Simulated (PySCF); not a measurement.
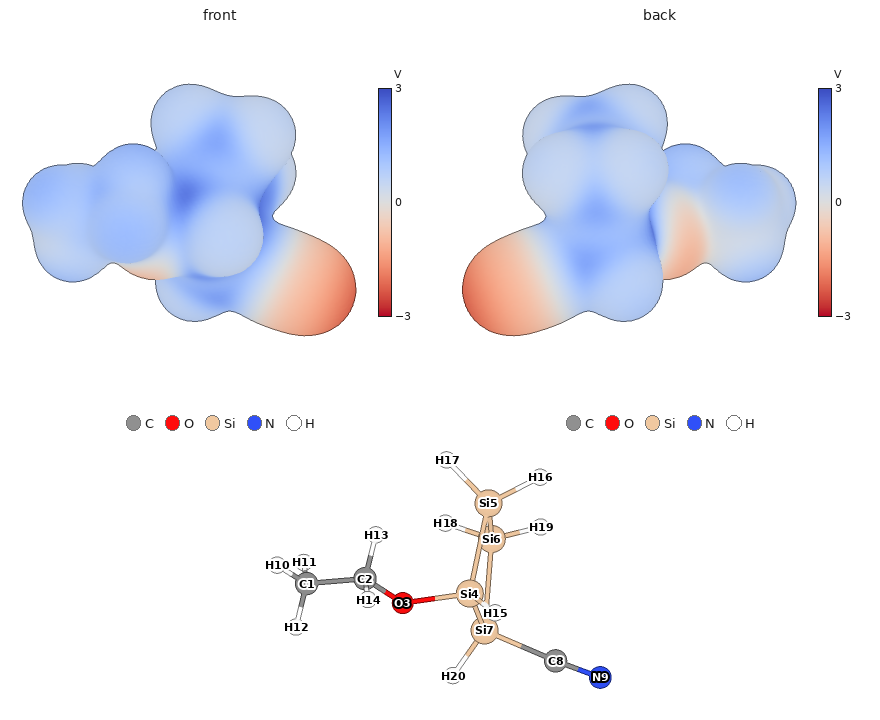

C₃H₁₁NOSi₄. The electrostatic potential painted on the density surface at 0.004 e/bohr³, seen from the front and from behind; red is negative and blue positive. The bare structure is drawn below in the same view.

Geometry: GFN2-xTB.

Level of theory: PySCF, PBE0/pcSseg-1, SCF density, gas phase, non-relativistic.

```yaml
atoms:
  - { symbol: C, position_ang: [-3.2296, -0.6459, -0.4308] }
  - { symbol: C, position_ang: [-2.3330, 0.5745, -0.2947] }
  - { symbol: O, position_ang: [-1.2076, 0.2543, 0.4653] }
  - { symbol: Si, position_ang: [0.2222, 1.0426, 0.5404] }
  - { symbol: Si, position_ang: [1.3907, 0.7734, -1.5005] }
  - { symbol: Si, position_ang: [2.4835, -1.1289, -0.6060] }
  - { symbol: Si, position_ang: [1.5083, -0.6631, 1.5133] }
  - { symbol: C, position_ang: [2.8253, 0.1464, 2.5517] }
  - { symbol: N, position_ang: [3.6562, 0.6731, 3.1444] }
  - { symbol: H, position_ang: [-4.1133, -0.3940, -1.0103] }
  - { symbol: H, position_ang: [-2.6926, -1.4489, -0.9301] }
  - { symbol: H, position_ang: [-3.5352, -0.9927, 0.5530] }
  - { symbol: H, position_ang: [-2.0190, 0.9266, -1.2864] }
  - { symbol: H, position_ang: [-2.8766, 1.3912, 0.1965] }
  - { symbol: H, position_ang: [-0.0173, 2.3912, 1.0906] }
  - { symbol: H, position_ang: [2.2805, 1.8732, -1.8949] }
  - { symbol: H, position_ang: [0.5930, 0.5447, -2.7191] }
  - { symbol: H, position_ang: [2.0815, -2.4255, -1.1770] }
  - { symbol: H, position_ang: [3.9490, -1.1875, -0.6588] }
  - { symbol: H, position_ang: [1.0289, -1.6941, 2.4506] }
```

Q: Which sites attract a positive test charge, and which a negative one?

A: A positive charge is drawn to the negative regions and a negative charge to the positive ones. The most negative region (about −2.1 V, or −48 kcal/mol for a unit charge) lies over N9, the most positive (about +2.5 V, or +58 kcal/mol for a unit charge) over Si4, Si5 and Si7. N9 is the likeliest acceptor of a hydrogen bond.
